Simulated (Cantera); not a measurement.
Charge: 1 mol Si(CH3)4, 1.1 mol HCl, 44 mol H2, 0.14 mol C3H8, at 0.0133 bar.

Method: chemical equilibrium by Gibbs-energy minimisation in Cantera with the NASA 1993 tables (ideal gas, pure condensed phases). Candidate condensed phases: C, C6H6, C7H8, C8H18, Si, SiC; 109 gas species. The tables' values for SiCl are old estimates; treat these amounts as uncertain. Gases not in the tables: Si2H6 and higher silanes. Rates play no part.

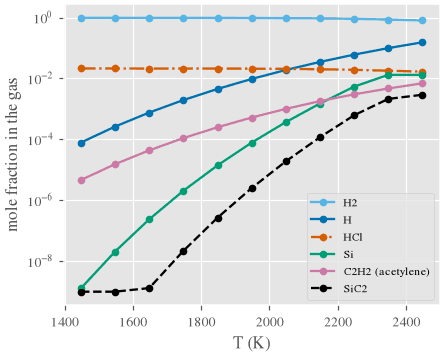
*Equilibrium gas composition (values under 1e-9 drawn at 1e-9)*

From 1448 K to 2248 K the condensed part is C(graphite) + SiC(s). From 2348 K to 2448 K the condensed part is C(graphite). The main Si-bearing gas is SiCl2 at 1448 K and Si at 2448 K.
